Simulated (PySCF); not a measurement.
# O4Tc: the cost of one run

Computed with PySCF 2.14.0 and routines of our own; the level stands in each step. Atoms count from 0.

## 1. The system as given

5 atoms, charge -1, multiplicity 1; geometry from: GFN2-xTB.

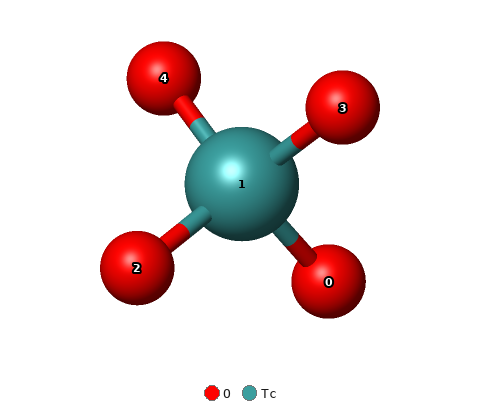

The starting geometry (oxygen red, technetium teal); sticks join atoms by distance alone.

## 2. Relaxing the molecule at PBE0-D3(BJ)/def2-SVP

The job: settings as JSON, then the geometry in Å.

```
{"job": {"xc": "PBE0", "basis": "def2-SVP", "d3": "d3bj", "grid": 1, "maxiter": 30, "shake": 0.01, "kind": "geom"}, "charge": -1, "multiplicity": 1}
O      0.343060    -1.218700     1.119370
Tc    -0.003920    -0.003970    -0.005520
O     -0.362050     1.424200     0.779950
O      1.365960     0.218400    -0.987050
O     -1.309490    -0.453910    -0.944630
```

On the command line:

```
> OMP_NUM_THREADS=1 python heavy_run.py task.json out
```

The driver reads the jobs from task.json and runs them one after another.

**Question.** How long does this first job take on 1 thread of Arm Neoverse V1, shared host, and how much memory does it need?

About 17 s, with a peak of 0.36 GiB.
